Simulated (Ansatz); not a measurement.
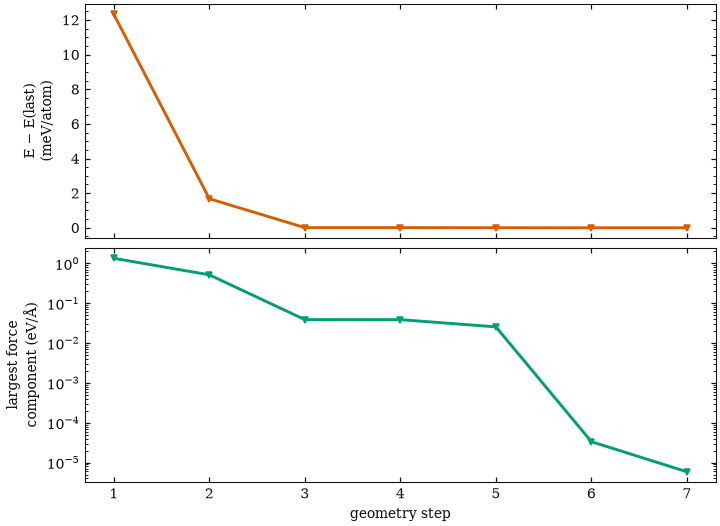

History of a geometry optimisation. The run: F (2 atoms in the cell), by Ansatz 0.2.0, DFT HSE06, scalar-relativistic, plane waves, PAW; cutoff 600 eV, 1×1×1 k-mesh, Gaussian smearing of 0.01 eV. Only the atoms move.

The optimisation met its thresholds at geometry 7, counting the start as the first. The energy fell by about 12 meV/atom from the first step to the last. The largest force component goes from about 1.3 eV/Å at the start to 6 × 10⁻⁶ eV/Å at the end.
